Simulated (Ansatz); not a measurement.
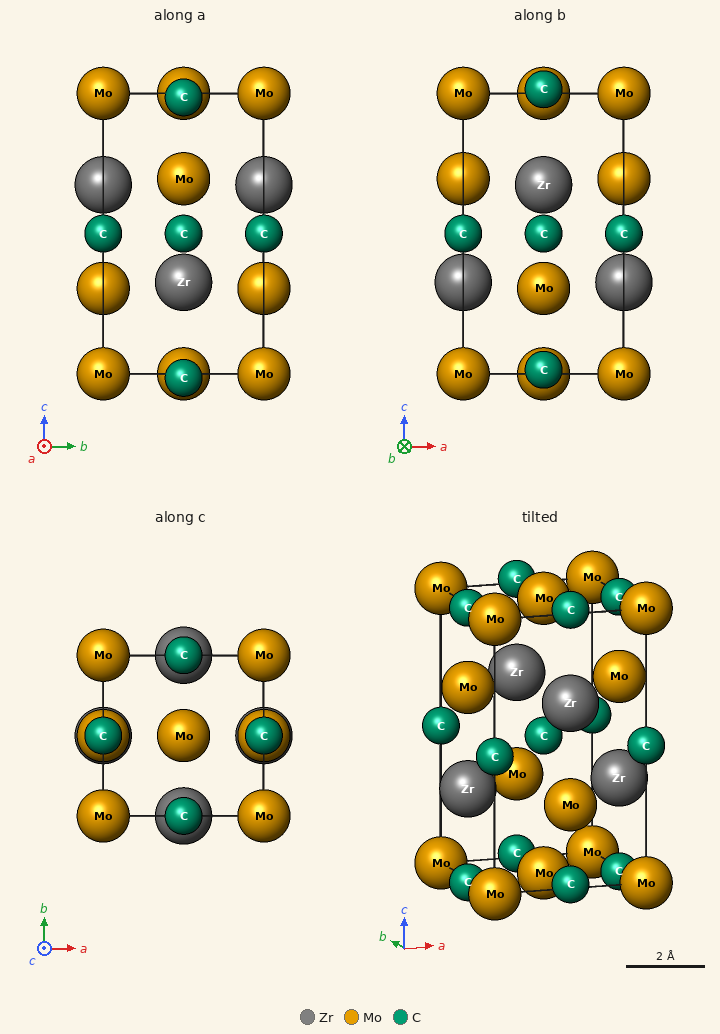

The figure gives a spheres-only picture of the atoms, viewed along the a axis, along the b axis, along the c axis and slightly off an axis. The edges of the conventional unit cell are marked.

Lattice parameters: a = 4.1633 Å, b = 4.1633 Å, c = 7.2673 Å, α = 90.000°, β = 90.000°, γ = 90.000°.

Put the structure into a CIF in P1 with every atom of the cell, with free fractional coordinates to two decimals.

Answer.
```cif
data_structure
_symmetry_space_group_name_H-M 'P 1'
_symmetry_Int_Tables_number 1
_cell_length_a 4.1633
_cell_length_b 4.1633
_cell_length_c 7.2673
_cell_angle_alpha 90.000
_cell_angle_beta 90.000
_cell_angle_gamma 90.000
_cell_volume 125.96
loop_
_atom_site_label
_atom_site_type_symbol
_atom_site_fract_x
_atom_site_fract_y
_atom_site_fract_z
_atom_site_occupancy
Zr1 Zr 0.00 0.50 0.33 1
Zr2 Zr 0.50 0.00 0.67 1
Mo1 Mo 0.00 0.00 0.00 1
Mo2 Mo 0.50 0.50 0.00 1
Mo3 Mo 0.00 0.50 0.70 1
Mo4 Mo 0.50 0.00 0.30 1
C1 C 0.00 0.00 0.50 1
C2 C 0.50 0.50 0.50 1
C3 C 0.00 0.50 0.99 1
C4 C 0.50 0.00 0.01 1
```

The structure comes from a structure type filled with these elements by a generator (whether the compound takes this form wasn't checked). It is drawn as it came out of a relaxation with DFT PBE, scalar-relativistic, plane waves, PAW in Ansatz 0.2.0.
